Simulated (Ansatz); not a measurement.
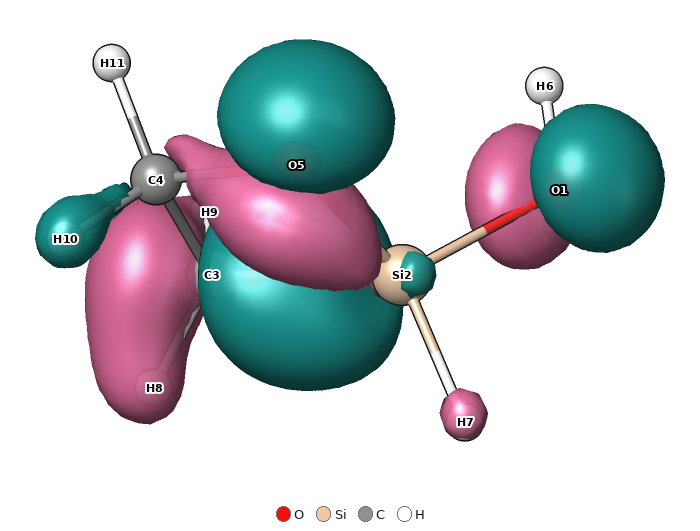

C₂H₆O₂Si. The HOMO−1 at ±0.15 Å⁻³ᐟ² (teal and pink are the two phases), seen across its widest extent.

Theory: Ansatz, RKS PBE-D4/def2-SVP.

The calculation's input:

```
crystal:
  periodic: [false, false, false]
  atoms:
    - { symbol: O, position_ang: [-1.5766, 1.2415, 1.1354] }
    - { symbol: Si, position_ang: [-0.665, 0.8191, -0.1271] }
    - { symbol: C, position_ang: [-0.3185, -0.9748, -0.3268] }
    - { symbol: C, position_ang: [1.259, -0.4909, -0.2157] }
    - { symbol: O, position_ang: [0.9229, 0.7965, 0.3581] }
    - { symbol: H, position_ang: [-1.1522, 1.4827, 1.9499] }
    - { symbol: H, position_ang: [-0.8036, 1.6168, -1.3585] }
    - { symbol: H, position_ang: [-0.5132, -1.43, -1.2682] }
    - { symbol: H, position_ang: [-0.6045, -1.5928, 0.5593] }
    - { symbol: H, position_ang: [1.7134, -0.4089, -1.1508] }
    - { symbol: H, position_ang: [1.8037, -1.1163, 0.4652] }
basis:
  gaussian: { orbitals: def2-SVP }
hamiltonian:
  xc: pbe
  dispersion: d4
relax:
  f_tol: 0.02
  max_steps: 50
output:
  orbitals: {}
```

Run with:

```sh
ansatz run input.yaml --threads 2 --pin off --max-ram 3072MiB --backend cpu --events-out ev --progress --plain --runs-dir out
```

The fields are those of the relaxed geometry.

**Describe this orbital and give its energy.**

By Hirshfeld shares it lies mainly on O5 (about 30 %), C3 (about 25 %), O1 (about 15 %) and Si2 (about 15 %). Its energy is −6.74 eV.
